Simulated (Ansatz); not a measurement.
# Stack of 2H-MoS2 under Sc2COF MXene, upper layer turned by 180° in a perpendicular field

Aim: how the stack of 2H-MoS2 under Sc2COF MXene, upper layer turned by 180° screens a field along its normal, and what the field does to its bands. A positive field points along +c.

Main program and level: Ansatz 0.2.0; plane-wave DFT, r2SCAN-D4, Ansatz PAW.

### Step 1. The starting structure

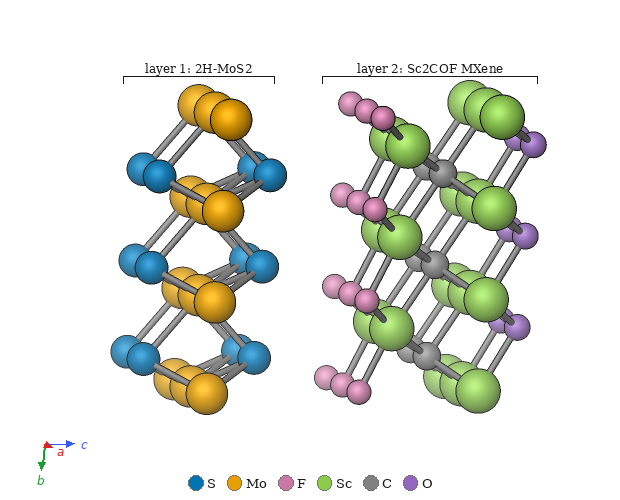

The cell as given, from the side, with the c axis across the page (sulfur blue, molybdenum orange, fluorine pink, scandium green, carbon grey, oxygen purple). 2×3×1 cells are drawn. Bonds to atoms that aren't drawn are left out. Some periodic images of atoms are drawn too.

The cell holds 8 atoms: 2 S, 1 Mo, 1 F, 2 Sc, 1 C and 1 O. Its edges and angles: a = 3.203 Å, b = 3.203 Å, c = 52.580 Å, α = 90.0°, β = 90.0°, γ = 120.0°. Regions: layer 1: 2H-MoS2, 3 atoms (2 S and 1 Mo); layer 2: Sc2COF MXene, 5 atoms (1 F, 2 Sc, 1 C and 1 O). Vacuum lies along c.

### Step 2. Relaxation

The starting cell is a guess, so the in-plane lattice and the atoms are relaxed first, with the slab cut off from its images along the normal.

Contents of input.yaml:

```yaml
crystal:
  lattice:
    - [3.20304, 0.0, 0.0]
    - [-1.60152, 2.7739140093, 0.0]
    - [0.0, 0.0, 52.5803105637]
  atoms:
    - { symbol: S, position: [0.3333333333, 0.6666666667, 0.397487192] }
    - { symbol: Mo, position: [0.0, 0.0, 0.4285120918] }
    - { symbol: S, position: [0.3333333333, 0.6666666667, 0.4595369917] }
    - { symbol: F, position: [0.0, 0.0, 0.5137397906] }
    - { symbol: Sc, position: [0.6666666667, 0.3333333333, 0.532186806], spin: 1.0 }
    - { symbol: C, position: [0.3333333333, 0.6666666667, 0.5563959673] }
    - { symbol: Sc, position: [0.0, 0.0, 0.5806051285], spin: 1.0 }
    - { symbol: O, position: [0.6666666667, 0.3333333333, 0.602512808] }
  periodic: [true, true, false]
magnetization:
  spin_polarized: true
kpoints:
  mp_grid: { grid: [12, 12, 1] }
hamiltonian:
  xc: r2scan
  dispersion: d4
scf:
  occupations: { method: fermi_dirac, width: 0.05 }
  convergence: { dr2_threshold: 1.0e-09 }
relax:
  f_tol: 0.004
  max_steps: 90
  cell: {}
output:
  write_potential: true
  write_density: true
  volumetric_format: npy
```

Command:

```bash
ansatz run input.yaml --threads 4 --pin off --max-ram 12288MiB --backend cpu --events-out ev --progress --plain --runs-dir out
```

Numbers of over 12 decimals in the logs are rounded to 6 here.

Output:

```text
Warning: relax.cell: scf.convergence.dr2_threshold = 1e-9 eV is looser than the 1.85261817069e-10 eV advised for a relaxation that steers and ends on the stress (1e-10 eV for each atom of the cell: 8, times the square of relax.cell.stress_2d_tol = 0.05 N/m over 20.8 Å (the atoms' height at the walk's start and 5 Å past either face), 2.406e-2 GPa, over a crystal's default 0.05). What an SCF threshold leaves in a stress goes as its square root, and in the free energy as the threshold itself, and one threshold admits the most on a small cell: [figures from the program's tests cut] Set scf.convergence.dr2_threshold to 1.85261817069e-10 eV or tighter. [rest of the remark cut]
Engine: ansatz 0.2.0, aarch64-unknown-linux-gnu
Pseudopotentials: kind: paw
Pseudopotential: S, paw, valence charge 6, recommended cutoff 500 eV (meta_gga), S.paw.azcp
Pseudopotential: Mo, paw, valence charge 14, recommended cutoff 500 eV (meta_gga), Mo.paw.azcp
Pseudopotential: F, paw, valence charge 7, recommended cutoff 500 eV (meta_gga), F.paw.azcp
Pseudopotential: Sc, paw, valence charge 11, recommended cutoff 500 eV (meta_gga), Sc.paw.azcp
Pseudopotential: C, paw, valence charge 4, recommended cutoff 500 eV (meta_gga), C.paw.azcp
Pseudopotential: O, paw, valence charge 6, recommended cutoff 500 eV (meta_gga), O.paw.azcp
Functional definition: r2SCAN
  parameter k0 = 0.174
  parameter k1 = 0.065
  parameter a1 = 4.9479
  exchange = r2scan_x(k0 = k0, k1 = k1, a1 = a1)
  correlation = r2scan_c
Crystal: 8 atoms, lattice volume = 467.174 Å³
Basis set: ecut = 500 eV, 11813 PW (Γ), exchange–correlation on 96×96×1536 points (64 copies of the dense FFT grid, shifted against one another)
Bands: 42, of which v1, the nominal top of the filled ones, is band 33 counted from 1 (32 counted from 0)
Symmetry: 6 space group operations
Space group: P3m1 (ITA 156), of the structure as read, at distance tolerance 7.8e-5 Å
Magnetic group: BNS 156.49 (UNI 1279), of the structure as read, at distance tolerance 7.8e-5 Å
k-points: 19 of 144 (time reversal used)
Non-local potential: S, projectors of the file, l = 0: 2, l = 1: 2, l = 2: 2
Non-local potential: Mo, projectors of the file, l = 0: 3, l = 1: 2, l = 2: 2, l = 3: 1
Non-local potential: F, projectors of the file, l = 0: 2, l = 1: 2, l = 2: 1
Non-local potential: Sc, projectors of the file, l = 0: 3, l = 1: 2, l = 2: 3, l = 3: 1
Non-local potential: C, projectors of the file, l = 0: 2, l = 1: 2, l = 2: 1
Non-local potential: O, projectors of the file, l = 0: 2, l = 1: 2, l = 2: 1
PAW form: soft (Blöchl's): semilocal exchange-correlation on the pseudo side does not see the compensation charge
PAW frozen core: S, regenerated for the run's functional (the file was generated under x = pbe(κ = 0.804, μ = 0.219515), c = pbe(β = 0.066725))
PAW frozen core: Mo, regenerated for the run's functional (the file was generated under x = pbe(κ = 0.804, μ = 0.219515), c = pbe(β = 0.066725))
PAW frozen core: F, regenerated for the run's functional (the file was generated under x = pbe(κ = 0.804, μ = 0.219515), c = pbe(β = 0.066725))
PAW frozen core: Sc, regenerated for the run's functional (the file was generated under x = pbe(κ = 0.804, μ = 0.219515), c = pbe(β = 0.066725))
PAW frozen core: C, regenerated for the run's functional (the file was generated under x = pbe(κ = 0.804, μ = 0.219515), c = pbe(β = 0.066725))
PAW frozen core: O, regenerated for the run's functional (the file was generated under x = pbe(κ = 0.804, μ = 0.219515), c = pbe(β = 0.066725))
PAW one-centre angular grid: S, 302 points (default); XC on 160 Gauss nodes
PAW one-centre angular grid: Mo, 590 points (default); XC on 160 Gauss nodes
PAW one-centre angular grid: F, 302 points (default); XC on 160 Gauss nodes
PAW one-centre angular grid: Sc, 590 points (default); XC on 160 Gauss nodes
PAW one-centre angular grid: C, 302 points (default); XC on 239 of its mesh's 2573 points in the sphere
PAW one-centre angular grid: O, 302 points (default); XC on 160 Gauss nodes
Starting moments: Σ|m| = 2 μB on 2 of 8 sites
Initial wavefunctions: pseudopotential atomic-orbital guess
Functional: x = r2scan, c = r2scan; τ floored in thin density (d = 2e-4 eV/Å³)
SCF iter   1: F=—  HF=-12710.137862 eV  |F-HF|=—  |Δ(HF+E_count)|=         —  Δρ=4.03e-2 (↑4.03e-2 ↓3.91e-2)  dr2=2.76e2  dr2_τ=7.50e-1  dr2_m=3.98e-1  M=0.590 μB ∫|m|=0.712 μB  β_m=0.43  ethr=3.10e-3  ⟨swp⟩=11.7  Hψ=10570  notcnv=0
Mixer restart at iter 1: flushing history
preconditioner: auto → LDOS  [metal: Δε(μ)=0.054 eV  Ē_g=9.841 eV  σ=0.050 eV  W_gap=0.25  n_scr=32 (ndim 8)  ℏωp=10.5 eV  f_vac=0.727  D(μ)=3.10/eV (n_scr^D=18)]
spin=Collinear: LDOS preconditioning applied to the charge; magnetization (m = ρ↑ − ρ↓) channel mixes plain (no charge-response kernel on spin).
SCF iter   2: F=—  HF=-12701.549810 eV  |F-HF|=—  |Δ(HF+E_count)|=    8.59e0  Δρ=2.14e-2 (↑2.10e-2 ↓2.14e-2)  dr2=1.09e2  dr2_τ=1.26e-1  dr2_m=2.47e-1  M=0.086 μB ∫|m|=0.395 μB  β_m=0.30  ethr=3.10e-3  ⟨swp⟩=4.6  Hψ=4415  notcnv=0  defer=97  κ⁻¹=1.0e0(r=1)
SCF iter   3: F=—  HF=-12698.766861 eV  |F-HF|=—  |Δ(HF+E_count)|=    2.78e0  Δρ=1.82e-2 (↑1.77e-2 ↓1.82e-2)  dr2=1.22e1  dr2_τ=8.89e-2  dr2_m=2.77e-3  M=-0.001 μB ∫|m|=0.261 μB  β_m=0.30  ethr=3.10e-3  ⟨swp⟩=4.7  Hψ=4532  notcnv=0  defer=82  κ⁻¹=2.7e-2(r=2)
SCF iter   4: F=—  HF=-12707.163150 eV  |F-HF|=—  |Δ(HF+E_count)|=    8.40e0  Δρ=6.40e-2 (↑6.14e-2 ↓6.40e-2)  dr2=2.03e3  dr2_τ=1.57e0  dr2_m=1.82e-2  M=0.280 μB ∫|m|=0.293 μB  β_m=0.30  ethr=3.10e-3  ⟨swp⟩=6.8  Hψ=3559  notcnv=0  defer=150  κ⁻¹=2.3e-3(r=3)
SCF iter   5: F=—  HF=-12698.659733 eV  |F-HF|=—  |Δ(HF+E_count)|=    8.50e0  Δρ=1.15e-2 (↑9.75e-3 ↓1.15e-2)  dr2=5.62e1  dr2_τ=2.69e-2  dr2_m=4.84e-2  M=0.037 μB ∫|m|=0.267 μB  β_m=0.40  ethr=3.10e-3  ⟨swp⟩=4.8  Hψ=3747  notcnv=0  defer=50  κ⁻¹=5.6e-5(r=4)
SCF iter   6: F=—  HF=-12698.486672 eV  |F-HF|=—  |Δ(HF+E_count)|=   1.73e-1  Δρ=5.85e-3 (↑5.19e-3 ↓5.85e-3)  dr2=1.80e0  dr2_τ=7.28e-3  dr2_m=1.55e-2  M=0.103 μB ∫|m|=0.172 μB  β_m=0.62  ethr=3.10e-3  ⟨swp⟩=2.8  Hψ=2362  notcnv=0  defer=103  κ⁻¹=1.3e-5(r=5)
SCF iter   7: F=—  HF=-12698.590994 eV  |F-HF|=—  |Δ(HF+E_count)|=         —  Δρ=3.75e-3 (↑3.75e-3 ↓3.42e-3)  dr2=2.39e0  dr2_τ=3.96e-3  dr2_m=9.16e-3  M=-0.005 μB ∫|m|=0.093 μB  β_m=0.32  ethr=2.77e-3  ⟨swp⟩=3.0  Hψ=2506  notcnv=0  defer=102  κ⁻¹=1.3e-5(r=5)
[...]
relax step   9: F+E_penalty+E_count = -12700.06687677 eV  Δ(F+E_penalty+E_count) = +5.445e-8 eV  max|allowed force component| = 4.137e-3 eV/Å  Δτ_max = 0.0003 Å  P = +0.002 N/m  Ω = 469.933 Å³  energy of the carried Pulay correction = -3.294e-4 eV  fix = [c, alpha, beta]  (7 SCF iters, rejected (line search))
relax step  10: F+E_penalty+E_count = -12700.06687706 eV  Δ(F+E_penalty+E_count) = -2.394e-7 eV  max|allowed force component| = 1.195e-3 eV/Å  Δτ_max = 0.0001 Å  P = +0.003 N/m  Ω = 469.939 Å³  energy of the carried Pulay correction = -3.300e-4 eV  fix = [c, alpha, beta]  reactions: c +0.000 N/m  (7 SCF iters, accepted)
Initial wavefunctions: pseudopotential atomic-orbital guess (no wavefunctions were taken with the density)
iter 1 solved again at ethr=1.15e-7 eV; its pass at ethr=3.10e-3 eV (dr2=7.50e-5 eV) is discarded
SCF iter   1: F=—  HF=-12700.066704 eV  |F-HF|=—  |Δ(HF+E_count)|=         —  Δρ=1.19e-5 (↑1.18e-5 ↓1.19e-5)  dr2=9.40e-8  dr2_τ=6.38e-8  dr2_m=8.92e-10  M=-1.000 μB ∫|m|=1.047 μB  β_m=1.00  ethr=1.15e-7  ⟨swp⟩=6.2  Hψ=18625  notcnv=0
spin=Collinear: Resta preconditioning applied to the charge; magnetization (m = ρ↑ − ρ↓) channel mixes plain (no charge-response kernel on spin).
SCF iter   2: F=—  HF=-12700.067012 eV  |F-HF|=—  |Δ(HF+E_count)|=   3.08e-4  Δρ=8.24e-6 (↑8.22e-6 ↓8.24e-6)  dr2=4.82e-8  dr2_τ=9.86e-7  dr2_m=2.80e-10  M=-1.000 μB ∫|m|=1.047 μB  β_m=1.00  ethr=1.45e-10  ⟨swp⟩=5.1  Hψ=5387  notcnv=0  κ⁻¹=1.0e0(r=1)
SCF iter   3: F=—  HF=-12700.067044 eV  |F-HF|=—  |Δ(HF+E_count)|=   3.21e-5  Δρ=6.97e-6 (↑6.96e-6 ↓6.97e-6)  dr2=3.16e-8  dr2_τ=4.98e-7  dr2_m=9.13e-11  M=-1.000 μB ∫|m|=1.047 μB  β_m=1.00  ethr=7.41e-11  ⟨swp⟩=4.2  Hψ=3494  notcnv=0  κ⁻¹=4.3e-2(r=2)
SCF iter   4: F=—  HF=-12700.067173 eV  |F-HF|=—  |Δ(HF+E_count)|=   1.28e-4  Δρ=2.17e-6 (↑2.17e-6 ↓2.16e-6)  dr2=3.89e-9  dr2_τ=5.57e-9  dr2_m=1.55e-11  M=-1.000 μB ∫|m|=1.047 μB  β_m=1.00  ethr=4.86e-11  ⟨swp⟩=4.7  Hψ=4249  notcnv=0  κ⁻¹=9.3e-3(r=3)
SCF iter   5: F=—  HF=-12700.067200 eV  |F-HF|=—  |Δ(HF+E_count)|=   2.76e-5  Δρ=6.57e-7 (↑6.57e-7 ↓6.50e-7)  dr2=1.36e-9  dr2_τ=3.89e-10  dr2_m=8.33e-12  M=-1.000 μB ∫|m|=1.047 μB  β_m=1.00  ethr=5.99e-12  ⟨swp⟩=5.3  Hψ=4638  notcnv=0  κ⁻¹=2.0e-3(r=4)
SCF iter   6: F=-12700.067206 eV  HF=-12700.067206 eV  |F-HF|=8.48e-8  |Δ(HF+E_count)|=   5.84e-6  Δρ=1.51e-7 (↑1.49e-7 ↓1.51e-7)  dr2=3.94e-10  dr2_τ=1.33e-11  dr2_m=1.52e-12  M=-1.000 μB ∫|m|=1.047 μB  ethr=1.54e-12  ⟨swp⟩=14.9  Hψ=14741  notcnv=0
SCF 11 converged in 6 iterations: F = -12700.067206 eV  dr2 = 3.94e-10
relax step  11: F+E_penalty+E_count = -12700.06720621 eV  Δ(F+E_penalty+E_count) = -3.292e-4 eV  max|allowed force component| = 1.187e-3 eV/Å  Δτ_max = 0.0000 Å  P = +0.002 N/m  Ω = 469.939 Å³  fix = [c, alpha, beta]  reactions: c +0.000 N/m  stress off target by 2.49e-3 N/m on what of the cell is left free  SCF on the basis re-selected at this cell (its energy is not comparable with the rows above)  (6 SCF iters)
basis re-selected at this cell: Δ(F+E_penalty+E_count) = -3.292e-4 eV, ΔP = -0.000 N/m vs the last step (what re-selecting the basis moved, of the pressure what is left beyond the Pulay correction that the steps carried, after the strain that the cell walked since its last selection, with what the two solves' SCF thresholds leave and, on support functions, any second-order correction that the steps lacked; it is no m [...]
WARN: The output density's exchange-correlation potential varies sharply where the density is thin. Do not read a vacuum level from v_tot or v_xc, or from such a field of the output density. On a cell that repeats whose density bears no net charge and no dipole along the vacuum's axis use v_es (v_loc + v_h of the components); under efield.dipole_correction with no amplitude use v_es + v_field, which holds any externa [...]
SCF converged after 6 iterations
Stability not checked: this state was not tested for a lower state beside it, because the mixer in use, unlike msr1, does not test its closes by its own steps (another_mixer; see scf.mixing.algorithm and scf.lower_state_search)
Magnetization: -0.9995 μB (32.0002 up, 32.9998 down)
Absolute magnetization: 1.0500 μB (∫|ρ↑−ρ↓|, with the PAW one-centre terms)
Spin contamination: 0.0150 ħ² per cell (⟨S²⟩ above its minimum at these occupations)
Per-site moments (μB) at R_I (Å): [(-7.236787689884915e-6, 0.994899), (-3.894194701928301e-5, 0.994623), (-0.000481719, 0.994623), (-0.00951451, 0.901850), (-0.089906, 0.901850), (-0.618257, 0.918733), (0.00167306, 0.822484), (-0.039930, 0.822484)]
Free energy (F): -12700.067206 eV
Harris-Foulkes:  -12700.067206 eV  (|F-HF|=8.48e-8)
Internal energy: -12700.059998 eV  (E = F + TS)
E sigma→0 (E₀):  -12700.063602 eV
Entropy (-TS):   -0.007208 eV (-0.901 meV/atom)
Fermi energy:    -5.928665 eV
--- Per-component energies (eV) ---
  E_band       = -1554.999474
  E_kinetic    = 1652.944210
  E_local      = -383967.271745  (includes V_loc(G=0)·N_el)
  E_nonlocal   = 503.050947
  E_hartree    = 190860.263309
  E_xc         = -766.451890
  E_vxc        = -1021.598075  (∫ρ·V_xc dr)
  E_paw        = -6825.376604  (= ΣΔE_a)
  E_vpaw       = -506.456949  (= ΣTr[D̂ρ^β])
  E_aug_tail   = 0.002091  (compensation charges beyond the density's cutoff)
  E_vtau       = 63.795781  (kinetic-family band-sum trace: ∫τ·v_τ [+ j·A + Jᵃ·Aᵃ] dr)
  E_ewald      = 185844.512303
  E_disp       = -0.726792  (pairwise vdW)
  E_core_change = -1.005827  (= ΣΔE_core)
  E_smearing   = -0.007208  (= −TS)
  E_closure    = 0.000000  (closes the sum)
  Σ components = -12700.067206   (vs F -12700.067206, Δ=0.00e0)
--- Forces (eV/Å), atoms counted from 1 ---
  atom   1  S      0.00000000    -0.00000000    -0.00002742
  atom   2  Mo     0.00000000    -0.00000000     0.00001158
  atom   3  S     -0.00000000    -0.00000000     0.00007636
  atom   4  F      0.00000000    -0.00000000    -0.00062502
  atom   5  Sc    -0.00000000     0.00000000    -0.00066679
  atom   6  C      0.00000000     0.00000000     0.00121567
  atom   7  Sc     0.00000000     0.00000000     0.00036970
  atom   8  O     -0.00000000    -0.00000000    -0.00012238
  max |Σ_I F_I| component: 2.32e-4 eV/Å
--- 2D stress c σ (N/m, compression-positive) ---
        0.002490      -0.000000       0.000000
       -0.000000       0.002490       0.000000
        0.000000       0.000000       0.000000
  P = ½ c Tr σ = 0.0025 N/m
--- Band table (eV; the first three rows and the last of 38) ---
  k-point 0 ↑: bands = [... 29 lower, -6.9939, -6.7047, -4.8667, -4.8667, -4.0840, -4.0840, -3.7938, -3.7938, ... 5 higher]
  k-point 1 ↑: bands = [... 29 lower, -6.9539, -6.7733, -5.1100, -4.9238, -4.1915, -4.0357, -3.9131, -3.8987, ... 5 higher]
  k-point 2 ↑: bands = [... 29 lower, -7.1438, -6.8352, -5.6697, -5.0598, -4.4177, -4.2030, -4.1935, -3.4676, ... 5 higher]
  k-point 18 ↓: bands = [... 29 lower, -8.2958, -7.3842, -7.2018, -7.0080, -5.3471, -3.6151, -3.2592, -2.5636, ... 5 higher]
  the weakly bound empty levels are not read free of the cell's end (no_gap_told)
--- Relaxed structure (10 steps of the walk, 9 accepted, 1 SCFs on fresh bases) ---
  F+E_penalty+E_count = -12700.06720621 eV   max|allowed force component| = 1.187e-3 eV/Å   (the final SCF, on the basis selected at the relaxed cell)
  cell:  # Å, volume = 469.9385 Å³
    - [3.212504, 0, 0]
    - [-1.606252, 2.782110, 0]
    - [0, 0, 52.5803105637]
  atoms:
    - { symbol: S, position: [0.333333, 0.666667, 0.397977] }
    - { symbol: Mo, position: [-2.1450344122081212e-17, -3.238150488543884e-17, 0.427299] }
    - { symbol: S, position: [0.333333, 0.666667, 0.456602] }
    - { symbol: F, position: [-2.6566140764415275e-17, -3.2381504885440025e-17, 0.510422] }
    - { symbol: Sc, position: [0.666667, 0.333333, 0.532436] }
    - { symbol: C, position: [0.333333, 0.666667, 0.555888] }
    - { symbol: Sc, position: [0, -3.238150488543776e-17, 0.588217] }
    - { symbol: O, position: [0.666667, 0.333333, 0.602135] }
```

It took 11 min on 4 threads of Arm Neoverse V2, shared host; peak memory 2.1 GiB; 42 min of CPU time.

Step by step:

```tsv
step	energy less that of the first step (eV)	largest force component (eV/Å)	volume (Å³)
1	0.0000	5.1543	467.17
2	-1.1780	2.8865	471.42
3	-1.4553	1.3453	464.96
4	-1.5298	0.2779	469.64
5	-1.5338	0.0522	471.06
6	-1.5348	0.0507	469.14
7	-1.5350	0.0102	469.89
8	-1.5350	0.0042	469.94
9	-1.5350	0.0041	469.93
10	-1.5350	0.0012	469.94
11*	-1.5353	0.0012	469.94
```

Relaxation steps marked * repeat the geometry before them on a plane-wave basis chosen anew for their cell, so energy and pressure can jump there. Relaxation step 9 was tried and not accepted.

The run keeps the 6 symmetry operations that it works with, so distortions that break them were not tested.

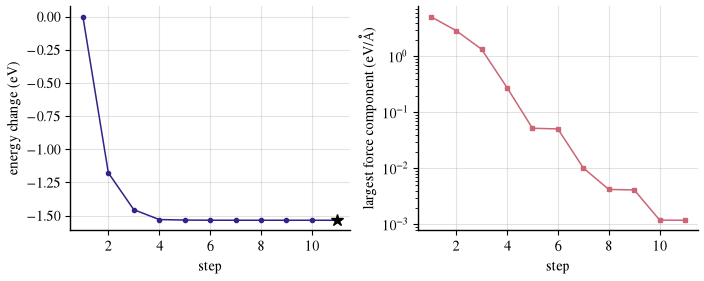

Energy and largest force along the relaxation. Stars mark steps on a basis chosen anew.

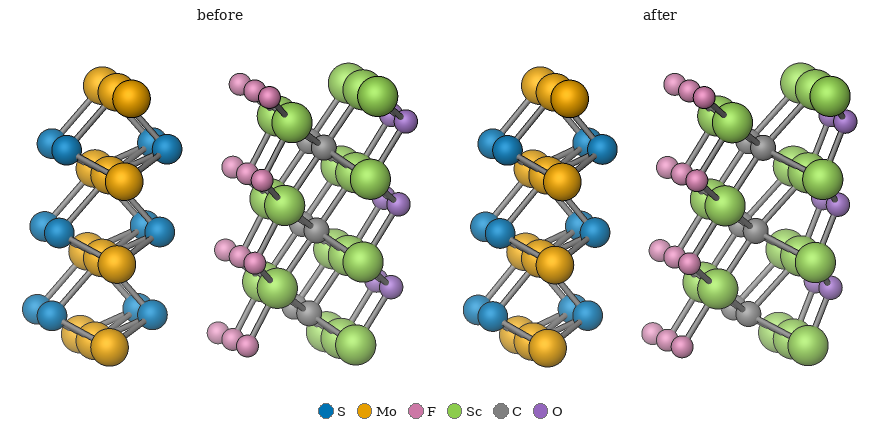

Before and after, at one scale. Bonds to atoms that aren't drawn are left out.

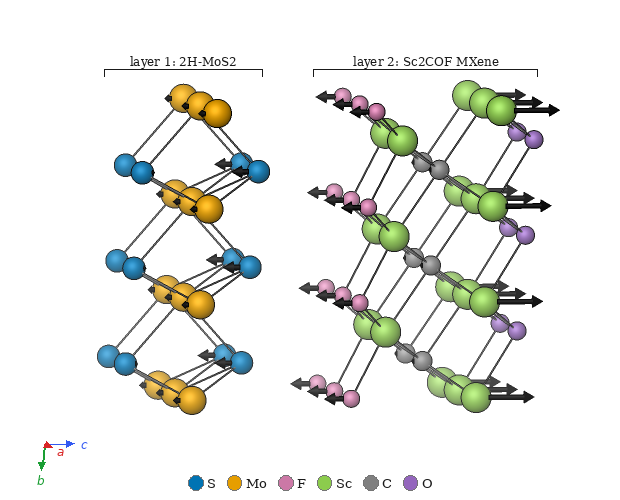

Displacements in the relaxation, exaggerated, measured against the changing cell; the longest in the cell stands for 0.40 Å. Bonds to atoms that aren't drawn are left out. 2×3×1 cells are drawn. Some periodic images of atoms are drawn too.

```tsv
cell as run	before	after	change
a (Å)	3.203	3.213	+0.3 %
b (Å)	3.203	3.213	+0.3 %
```

The atoms that moved most (Å, along periodic axes as changes of fractional coordinates times the final cell, across vacuum about the mean position):

```tsv
atom	dx	dy	dz	length
Sc7	0.000	0.000	0.400	0.400
F4	0.000	0.000	-0.174	0.174
S3	0.000	0.000	-0.154	0.154
Mo2	0.000	0.000	-0.064	0.064
C6	0.000	0.000	-0.027	0.027
S1	0.000	0.000	0.026	0.026
O8	0.000	0.000	-0.020	0.020
Sc5	0.000	0.000	0.013	0.013
```

Numbers from this step:

| Property | Result |
| --- | --- |
| energy at zero smearing | -12700.0636 eV |
| total moment | -0.9995 μB |
| site moments | -7.24e-6, -3.89e-5, -4.82e-4, -0.009515, -0.08991, -0.6183, 0.001673, -0.03993 μB |

Site moment by atom:

```tsv
atom	site moment (μB)
S1	0.000
Mo2	0.000
S3	0.000
F4	-0.010
Sc5	-0.090
C6	-0.618
Sc7	0.002
O8	-0.040
```

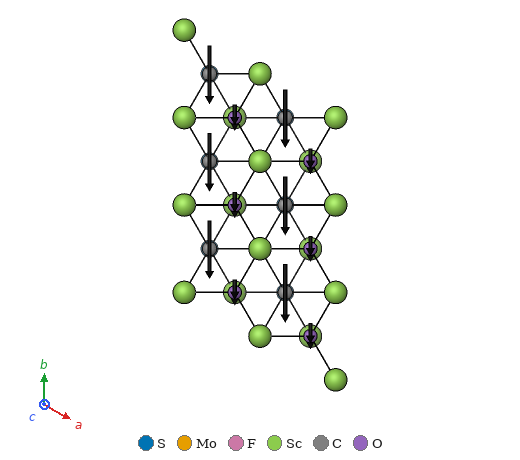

Site moment as arrows, the longest 0.618 μB. Up and down stand for the sign. Arrows give size and sign along the axis of quantisation, drawn up and down the page. Each arrow also spans its atom, so small moments look longer than they are. Bonds to atoms that aren't drawn are left out. Mo and F lie hidden behind other atoms in this view. 2×3×1 cells are drawn. Some periodic images of atoms are drawn too.

The lattice constant a goes from 3.203 to 3.213 Å.

(Continued in part 2 of 3.)

[Logs are printed without paths, hosts, clocks, repeated set-up lines and the standing remarks that a program may print on its own settings, such as how far it seeks lower states.]

[Hosts, paths, dates, database ids (printed as entryN), source tags and the programs' standing remarks are cut or masked in the printed files.]

[Maps of the electrostatic potential energy from Ansatz leave out the sawtooth potential of an applied field or a dipole correction, so their vacuum need not be flat; planar profiles and work functions include it.]
